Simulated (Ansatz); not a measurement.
The relaxed structure here is a generated cell of MnSi: the first start was made by placing the elements on the sites of a structure type, and the end was not matched to a known phase here, so it may be hypothetical. Known forms of MnSi include space group No. 198.

One stationary structure of MnSi. Space group P-6m2 (No. 187). Computed with PBE (plane waves to 420 eV, PAW, scalar-relativistic; Ansatz, a program for electronic structure).

```cif
data_MnSi
_chemical_formula_sum 'Mn1 Si1'
_space_group_name_H-M_alt 'P-6m2'
_space_group_IT_number 187
_space_group_name_Hall 'P -6 2'
_cell_length_a 2.74589
_cell_length_b 2.74589
_cell_length_c 3.54228
_cell_angle_alpha 90.000
_cell_angle_beta 90.000
_cell_angle_gamma 120.000
loop_
_atom_site_label
_atom_site_type_symbol
_atom_site_symmetry_multiplicity
_atom_site_Wyckoff_symbol
_atom_site_fract_x
_atom_site_fract_y
_atom_site_fract_z
_atom_site_occupancy
Mn1 Mn 1 a 0.00000 0.00000 0.00000 1
Si1 Si 1 d 0.33333 0.66667 0.50000 1
```

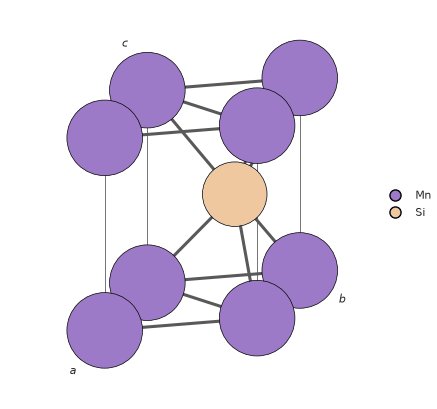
Figure: The conventional cell of the relaxed structure

```yaml
volume_per_atom: 11.57 Å³
density: 5.96 g/cm³
band_gap: zero (metallic)
magnetic_moment: zero (the starting moments vanished)
shortest_distances: Mn–Si 2.38 Å; Mn–Mn 2.75 Å; Si–Si 2.75 Å
k-mesh: 19×19×13
```

No spin polarisation in the result: the starting moments vanished. The relaxed primitive cell holds an odd number of electrons. A magnetic state may lie lower.

The run could not lose the symmetry of its start; a randomly shaken copy of 4 atoms returns to this structure.

All atoms sit on sites fixed by symmetry, so only the cell could relax.
